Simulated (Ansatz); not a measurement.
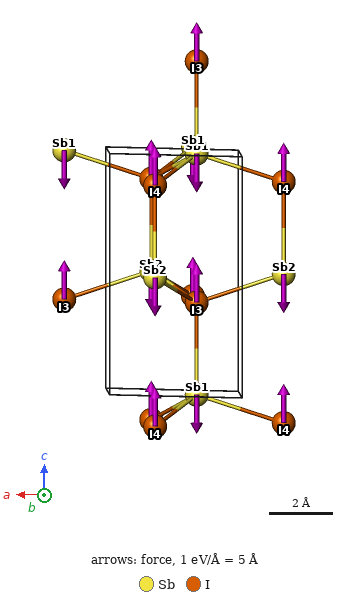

Starting geometry of solid SbI (built on the wurtzite_186 type) (coarse preliminary run) with the computed forces as purple arrows. Style: ball-and-stick. Shown: the cell of the calculation, from a free direction.

Case: wurtzite type (P6_3mc, No. 186).

Level of theory: Ansatz 0.2.0, DFT PBE, scalar-relativistic, plane waves, PAW.

The input:
```yaml
crystal:
  lattice:
    - [4.814676, 0.0, 0.0]
    - [-2.4073379999, 4.1696317269, 0.0]
    - [0.0, 0.0, 7.7105375786]
  atoms:
    - { symbol: Sb, position: [0.3333333333, 0.6666666667, 0.0] }
    - { symbol: Sb, position: [0.6666666667, 0.3333333333, 0.5] }
    - { symbol: I, position: [0.3333333333, 0.6666666667, 0.3821] }
    - { symbol: I, position: [0.6666666667, 0.3333333333, 0.8821] }
basis:
  ecutwfc: 420
kpoints:
  mp_grid: { grid: [6, 6, 2] }
hamiltonian:
  xc: pbe
scf:
  occupations: { method: gaussian, width: 0.1 }
  lower_state_search: "off"
output:
  forces: true
  stress: true
  eigenvalues: true
relax:
  adjacent_minimum: "off"
  f_tol: 0.04
  max_steps: 70
  cell: { stress_tol: 0.4 }
```

Command:
```bash
ansatz run input.yaml --threads 1 --pin off --max-ram 2560MiB --backend cpu --events-out ev --progress --plain --runs-dir out
```

Q: Is this structure relaxed? If not, where do the atoms go?

A: It isn't relaxed: the largest force vector, on Sb atoms, is 0.25 eV/Å. The atoms end up moving mostly along the starting forces (cosine between the two patterns 1.00). The largest moves relative to the cell, 0.22 Å, are those of Sb1, Sb2, I3 and I4. I3 goes along +c. Largest moves by element: I 0.22 Å, Sb 0.22 Å. The volume changes by +51.4 %, with a = b 4.815 → 5.120 Å (+6.3 %), c 7.711 → 10.323 Å (+33.9 %). Some distances before and after: Sb1–I3 2.946 → 4.386 Å, Sb1–I4 2.925 → 3.056 Å. Bonds break: Sb1–I3 (2.95 → 4.39 Å), Sb2–I4 (2.95 → 4.39 Å). Bond angles that change, for instance: I4–Sb1–I4 110.8° → 113.8°, Sb1–I4–Sb1 110.8° → 113.8°. The space group stays P6_3mc (No. 186). The energy falls by 414 meV per atom in 9 accepted moves (11 points after the start). Largest force component: 0.25 eV/Å at the start, 0.037 eV/Å at the end. Pressure: 8.89 GPa at the start and 0.00 GPa at the end. The SCF was repeated twice at an unchanged geometry on a basis and grid sized afresh for the cell, which shifted the energy by 16.0 meV per atom at most.

Limits of the set-up: the k-point mesh is coarse for a cell with partly filled bands.
